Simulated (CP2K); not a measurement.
Band structure of Li3Mg (P6_3/mmc, 8 atoms in the cell).

```
CELL_PARAMETERS angstrom
      6.09096     0.00000     0.00000
     -3.04548     5.27493     0.00000
      0.00000     0.00000     5.01154
ATOMIC_POSITIONS crystal
  Li 0.33354 0.16677 0.25000
  Li 0.66646 0.83323 0.75000
  Li 0.16677 0.33354 0.75000
  Li 0.83323 0.66646 0.25000
  Li 0.83323 0.16677 0.25000
  Li 0.16677 0.83323 0.75000
  Mg 0.33333 0.66667 0.25000
  Mg 0.66667 0.33333 0.75000
```

Method of the run: CP2K 2026.2 with LDA (Pade form), GPW, DZVP-MOLOPT-SR-GTH basis, GTH-PADE potentials (GTH_POTENTIALS).

Settings: CUTOFF = 1000 Ry; REL_CUTOFF = 40 Ry; SMEAR/METHOD = FERMI_DIRAC; ELECTRONIC_TEMPERATURE = 580.23 K; KPOINTS/SCHEME = MONKHORST-PACK 4 4 5; GAMMA_CENTERED = T; XC_FUNCTIONAL = PADE; Li/BASIS_SET = DZVP-MOLOPT-SR-GTH; Li/POTENTIAL = GTH-PADE-q3; Mg/BASIS_SET = DZVP-MOLOPT-SR-GTH; Mg/POTENTIAL = GTH-PADE-q10; METHOD = GPW; EPS_DEFAULT = 1e-10; EXTRAPOLATION = USE_GUESS.

The starting cell comes from a database of computed structures (which also holds hypothetical and non-ambient phases and stackings), without a prior relaxation at this level. Values carry the incompleteness of an atom-centred basis.

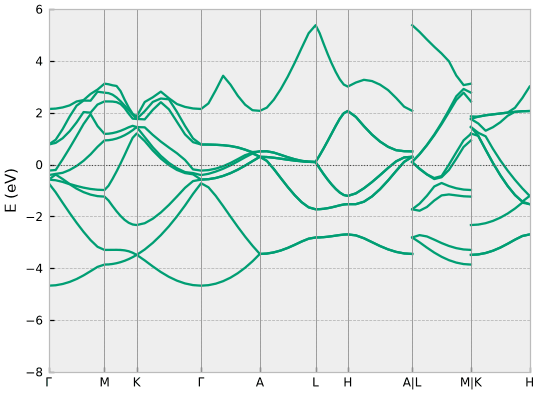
Fig. 1. Bands along the path, energies from the Fermi level.

Levels in eV from the Fermi level, bands 15 to 20:
```json
[
 {"point": "Γ", "15": "-4.68", "16": "-0.72", "17": "-0.58", "18": "-0.58", "19": "-0.41", "20": "-0.23"},
 {"point": "M", "15": "-3.86", "16": "-3.30", "17": "-1.24", "18": "-0.98", "19": "0.93", "20": "1.18"},
 {"point": "K", "15": "-3.49", "16": "-3.49", "17": "-2.34", "18": "1.20", "19": "1.45", "20": "1.45"},
 {"point": "A", "15": "-3.45", "16": "-3.45", "17": "0.30", "18": "0.30", "19": "0.30", "20": "0.30"},
 {"point": "L", "15": "-2.82", "16": "-2.82", "17": "-1.73", "18": "-1.73", "19": "0.09", "20": "0.09"},
 {"point": "H", "15": "-2.70", "16": "-2.70", "17": "-1.53", "18": "-1.53", "19": "-1.21", "20": "-1.21"}
]
```

Bands cross the Fermi level along this path, so the cell is metallic at this level.

Higher empty bands are left out: an atom-centred basis made for the valence describes them poorly.
